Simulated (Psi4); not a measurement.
**U-wB97X/6-311+G(d,p) run of AlOF2 (SMILES [O][Al]([F])[F])**

Aim: the energy change on altering one bond length of AlOF2 at U-wB97X/6-311+G**, from 2 runs. 

The results are computed with Psi4 1.11.

2 further runs of the same task are left out: 2 set aside as unsound or not needed.

**1. Starting point**

The species is AlOF2 (4 atoms), meant as a doublet with charge 0. SMILES: `[O][Al]([F])[F]`. The coordinates come from a PBE0-D4/def2-TZVP relaxation.

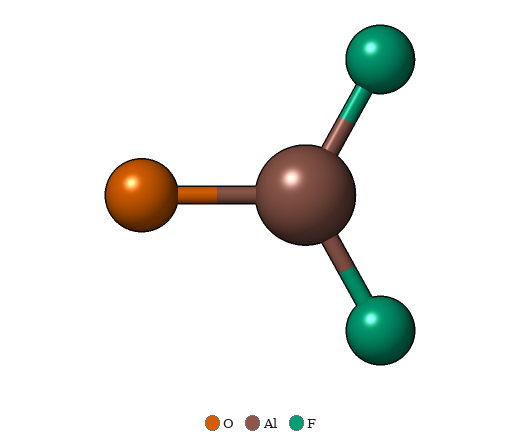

Viewed from a chosen angle; oxygen orange, aluminium brown, fluorine teal.

**2. Energy and gradient at U-wB97X/6-311+G(d,p)**

File alf2o.inp:

```
memory 1600 MB

molecule {
  0 2
  O      0.682900    -0.910900     1.260000
  Al    -0.000600     0.004300    -0.032400
  F     -1.477200    -0.401600    -0.592500
  F      0.850400     1.247900    -0.655300
  symmetry c1
}

set basis 6-311+G**
set reference uks
set puream true
set e_convergence 1e-09
set d_convergence 1e-08
set scf_type pk
set dft_radial_points 99
set dft_spherical_points 590
set maxiter 200

e_tot, wfn = gradient('wb97x', return_wfn=True)
oeprop(wfn, 'WIBERG_LOWDIN_INDICES', 'MAYER_INDICES', 'DIPOLE')
```

Command:

```
$ psi4 alf2o.inp alf2o.out -n 1
```

alf2o.out:

```text
[...]
  Running in c1 symmetry.
[...]
  Nuclear repulsion =  149.228779344674905
[...]
  Multiplicity = 2
[...]
  Nalpha       = 20
  Nbeta        = 19
[...]
    Number of basis functions: 96
[...]
   @UKS iter   1:  -517.28508696107508   -1.15540e+00   7.93333e-03 DIIS/ADIIS
[...]
   @UKS iter  13:  -517.46926865556100   -3.86535e-12   6.12296e-09 DIIS
[...]
   @S^2 Observed:                7.534991952E-01
[...]
    Orbital Energies [Eh]
    ---------------------
    Alpha Occupied:
       1A    -56.113831     2A    -24.738291     3A    -24.738284
       4A    -19.270171     5A     -4.316905     6A     -2.870204
       7A     -2.866320     8A     -2.864721     9A     -1.315209
      10A     -1.306694    11A     -1.127318    12A     -0.628037
      13A     -0.594100    14A     -0.572792    15A     -0.568261
      16A     -0.559263    17A     -0.552639    18A     -0.531860
      19A     -0.524549    20A     -0.488939
    Alpha Virtual:
      21A      0.009143    22A      0.046931    23A      0.070392
      24A      0.070613    25A      0.098434    26A      0.114071
[...]
  @UKS Final Energy:  -517.46926865556100
   => Energetics <=
    Nuclear Repulsion Energy =            149.2287793446749049
    One-Electron Energy =               -1016.9520571995061573
    Two-Electron Energy =                 385.8346870774291801
    DFT Exchange-Correlation Energy =     -35.5806778781588875
    Empirical Dispersion Energy =           0.0000000000000000
    VV10 Nonlocal Energy =                  0.0000000000000000
    Total Energy =                       -517.4692686555609953
[...]
  -Total Gradient:
     Atom            X                  Y                   Z
    ------   -----------------  -----------------  -----------------
       1       -0.002943759400     0.003943146883    -0.005568225449
       2       -0.003301665218     0.004440542358    -0.006259954091
       3        0.015315325992     0.004348708154     0.005678689244
       4       -0.008968857918    -0.012867849065     0.006340755066
[...]
 Multipole Moments:
 ------------------------------------------------------------------------------------
     Multipole            Electronic (a.u.)      Nuclear  (a.u.)        Total (a.u.)
 ------------------------------------------------------------------------------------
 L = 1.  Multiply by 2.5417464519 to convert [e a0] to [Debye]
 Dipole X            :         -0.5883805            0.5603871           -0.0279934
 Dipole Y            :          0.7878266           -0.7503608            0.0374657
 Dipole Z            :         -1.1124928            1.0596341           -0.0528586
 Magnitude           :                                                    0.0705787
[...]
```

Run time: 27 s. Hardware: 1 thread of Intel Xeon Platinum 8375C at 2.90GHz (Ice Lake), shared host; peak memory 0.91 GiB.

**3. The distorted shape: the energy at U-wB97X/6-311+G(d,p)**

File calc.in:

```
memory 1.6 GB

molecule mol {
  0 2
  O      1.93634189    -2.58613555     3.60226019
  Al    -0.00113384     0.00812582    -0.06122713
  F     -2.79150343    -0.75891401    -1.11966273
  F      1.60702310     2.35818923    -1.23833753
  units bohr
  symmetry c1
  no_reorient
  no_com
}

set {
  basis                6-311+G**
  reference            uks
  puream               true
  e_convergence        1e-09
  d_convergence        1e-08
  scf_type             pk
  dft_radial_points    99
  dft_spherical_points 590
  maxiter              200
}

e, wfn = energy("wb97x", return_wfn=True)
oeprop(wfn, "QUADRUPOLE", "LOWDIN_CHARGES", "DIPOLE")
```

Command:

```
$ psi4 -n 1 calc.in calc.out
```

calc.out:

```text
[...]
  Running in c1 symmetry.
[...]
  Nuclear repulsion =  133.020592610257296
[...]
  Multiplicity = 2
[...]
  Nalpha       = 20
  Nbeta        = 19
[...]
    Number of basis functions: 96
[...]
   @UKS iter   1:  -517.11944306627129   -1.25492e+00   8.42634e-03 ADIIS/DIIS
[...]
   @UKS iter  16:  -517.36603350861310   -2.27374e-12   4.23026e-09 DIIS
[...]
   @S^2 Observed:                8.549551731E-01
[...]
    Orbital Energies [Eh]
    ---------------------
    Alpha Occupied:
       1A    -56.176952     2A    -24.762901     3A    -24.762893
       4A    -19.245096     5A     -4.372400     6A     -2.925989
       7A     -2.921066     8A     -2.920333     9A     -1.337777
      10A     -1.329371    11A     -1.049494    12A     -0.648282
      13A     -0.610958    14A     -0.590704    15A     -0.589142
      16A     -0.574361    17A     -0.566198    18A     -0.489976
      19A     -0.459354    20A     -0.423139
    Alpha Virtual:
      21A     -0.065725    22A      0.012277    23A      0.062706
      24A      0.064412    25A      0.081252    26A      0.092451
[...]
  @UKS Final Energy:  -517.36603350861310
   => Energetics <=
    Nuclear Repulsion Energy =            133.0205926102572960
    One-Electron Energy =                -983.9778148416057775
    Two-Electron Energy =                 369.0548467743514607
    DFT Exchange-Correlation Energy =     -35.4636580516160009
    Empirical Dispersion Energy =           0.0000000000000000
    VV10 Nonlocal Energy =                  0.0000000000000000
    Total Energy =                       -517.3660335086130999
[...]
 Multipole Moments:
 ------------------------------------------------------------------------------------
     Multipole            Electronic (a.u.)      Nuclear  (a.u.)        Total (a.u.)
 ------------------------------------------------------------------------------------
 L = 1.  Multiply by 2.5417464519 to convert [e a0] to [Debye]
 Dipole X            :         -5.1644299            4.8156722           -0.3487577
 Dipole Y            :          6.6569506           -6.1899718            0.4669788
 Dipole Z            :         -7.4595233            6.8001265           -0.6593968
 Magnitude           :                                                    0.8800598
 L = 2.  Multiply by 1.3450342976 to convert [e a0^2] to [Debye ang]
 Quadrupole XX       :       -146.7492097          123.3705078          -23.3787019
 Quadrupole XY       :        -13.4683086           13.1123201           -0.3559885
[...]
```

Wall time 22 s (1 thread of Intel Xeon Platinum 8375C at 2.90GHz (Ice Lake), shared host); peak memory 0.89 GiB.

**4. Results**

At U-wB97X/6-311+G**:

| quantity | value |
| --- | --- |
| first shape: total energy | -517.46927 Eh |
| first shape: dipole moment | 0.18 D |
| first shape: HOMO energy (highest over α and β) | -12.52 eV |
| first shape: LUMO energy (lowest over α and β) | -2.89 eV |
| first shape: ⟨S²⟩ | 0.753 |
| first shape: largest force on an atom | 0.870 eV/Å |
| distorted shape: total energy | -517.36603 Eh |
| distorted shape: dipole moment | 2.24 D |
| distorted shape: HOMO energy (highest over α and β) | -10.47 eV |
| distorted shape: LUMO energy (lowest over α and β) | -1.79 eV |
| distorted shape: ⟨S²⟩ | 0.855 |
| energy change with the O1–Al2 bond stretched from 1.725 to 2.587 Å | 2.809 eV |

With the O1–Al2 bond stretched from 1.725 to 2.587 Å the energy rises by 2.81 eV (271 kJ/mol). The first shape isn't relaxed at this level, so the change isn't measured from a minimum. The largest force (first shape) is 0.87 eV/Å: the shape isn't a stationary point for this species at this level. ⟨S²⟩ (distorted shape) is 0.85 where a pure doublet has 0.75: the reference is spin-contaminated.
